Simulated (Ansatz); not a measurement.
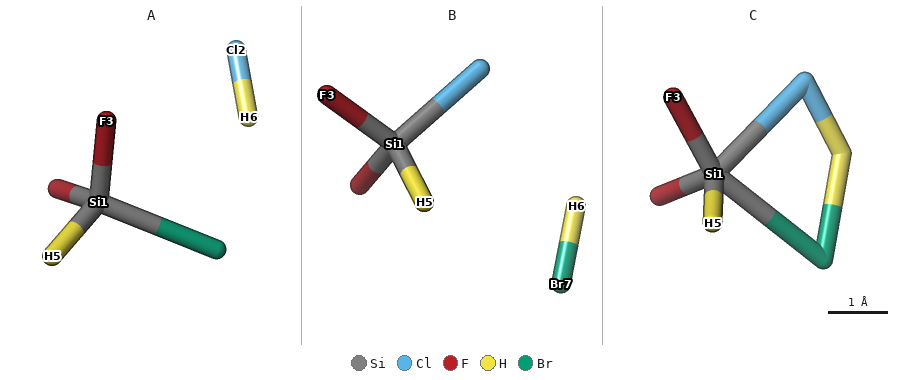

Three geometries of SiH$_{2}$BrClF$_{2}$: a saddle point and the two minima that it joins, in shuffled order. Style: stick. Shown at a tilt. Sticks join atoms that are closer than about 1.2 times the sum of their covalent radii (a little more with hydrogen).

Stationary points at PBE0-D4/def2-TZVP, single-point energies with B2PLYP, CAM-B3LYP-D4, B3LYP-D4 (def2-TZVPP where no basis is named; Ansatz 0.2.0). The energies are electronic, without zero-point or thermal terms, and both ends are the minima reached downhill from the saddle, with any fragments still in contact.

Q: Identify the saddle point and describe the reaction.

A: Frame C is the saddle point. Counted by bonded pieces, B holds HBr + SiHClF₂ and A holds HCl + SiHBrF₂. From B over the saddle to A, bonds form: Br–Si (3.93 → 2.50 → 2.19 Å), Cl–H (3.09 → 1.41 → 1.28 Å). Bonds break: Cl–Si (2.03 → 2.38 → 4.20 Å), Br–H (1.42 → 1.87 → 2.73 Å). The saddle has one imaginary mode, 326i cm⁻¹. With B2PLYP the barrier is 38.5 kcal/mol from B and 36.0 kcal/mol from A, and A lies 2.5 kcal/mol above B.

```csv
level,barrier from B (kcal/mol),barrier from A (kcal/mol),A less B (kcal/mol)
B2PLYP,38.5,36.0,2.5
CAM-B3LYP-D4,38.7,35.8,2.9
B3LYP-D4,36.5,34.0,2.5
```

Limits of the set-up: the start holds two separate molecules, 3.1 Å apart at their closest, whose relative position is a soft coordinate.
